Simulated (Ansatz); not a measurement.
Consider CH$_{7}$NOSi (SMILES CN[SiH2]O).

Input file:

```
crystal:
  periodic: [false, false, false]
  atoms:
    - {symbol: C, position_ang: [-1.110041, 1.070246, -0.269718]}
    - {symbol: N, position_ang: [-0.615588, -0.029206, 0.528698]}
    - {symbol: Si, position_ang: [0.973716, -0.645376, 0.489722]}
    - {symbol: O, position_ang: [1.353392, -1.734323, -0.692835]}
    - {symbol: H, position_ang: [-1.640544, 0.746958, -1.174166]}
    - {symbol: H, position_ang: [-0.270416, 1.694601, -0.586123]}
    - {symbol: H, position_ang: [-1.785675, 1.709471, 0.306974]}
    - {symbol: H, position_ang: [-1.343985, -0.602044, 0.924861]}
    - {symbol: H, position_ang: [1.190481, -1.406913, 1.739150]}
    - {symbol: H, position_ang: [1.855315, 0.544623, 0.340092]}
    - {symbol: H, position_ang: [1.458646, -1.405037, -1.586056]}
basis:
  gaussian: {orbitals: def2-TZVPP}
hamiltonian: {xc: pbe0, dispersion: d4}
output: {orbitals: {seedname: orbitals}}
```

Run with:

```sh
ansatz run in.yaml --threads 2 --pin off --events-out ev --progress --plain --max-ram 4352MiB
```

Geometry: PBE0-D4/def2-TZVP.

These are results of RKS PBE0-D4/def2-TZVPP in Ansatz 0.2.0, not measurements.

Predict the electron density and electron localisation function between the atoms.

Answer. C–N (1.45 Å): the density is about 1.9 e/Å³ at the midpoint; the ELF peaks at about 0.90 between the atoms; localised, covalent bonding.
N–H (1.01 Å): the density is about 2.9 e/Å³ at the midpoint; the ELF climbs to about 1 towards the hydrogen, as it does in any bond to H: an ordinary covalent bond to hydrogen.
C–H (1.09 Å): ρ is about 2 e/Å³ halfway; the ELF climbs to about 1 towards the hydrogen: an ordinary covalent bond to hydrogen.

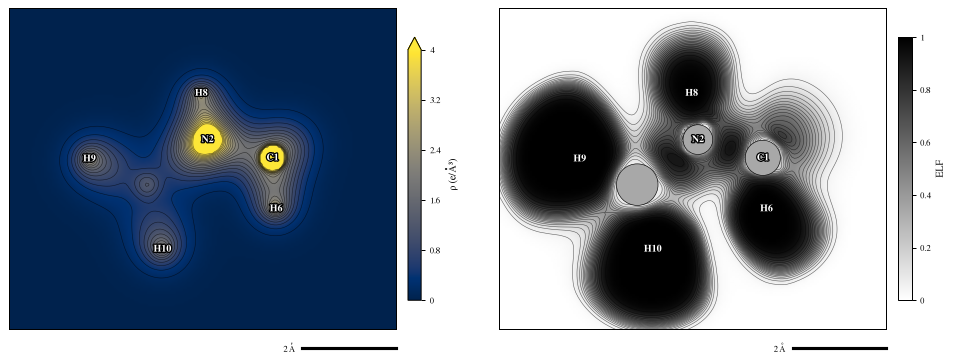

Computed electron density and electron localisation function on the plane of atoms N2, C1 and H6, in this order. Grey discs cover the atomic cores in the ELF map. 
